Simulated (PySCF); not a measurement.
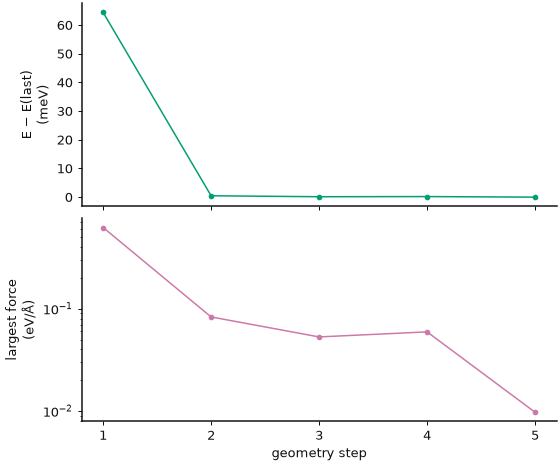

History of a geometry optimisation. 3-tert-butylthiophene (SMILES CC(C)(C)c1ccsc1); PySCF, PBE0-D3(BJ)/def2-SVP, geometry optimisation.

The optimisation met its thresholds at geometry 5, counting the start as the first. The energy fell by about 64 meV from the first step to the last. The largest force goes from about 0.62 eV/Å at the start to 0.01 eV/Å at the end.
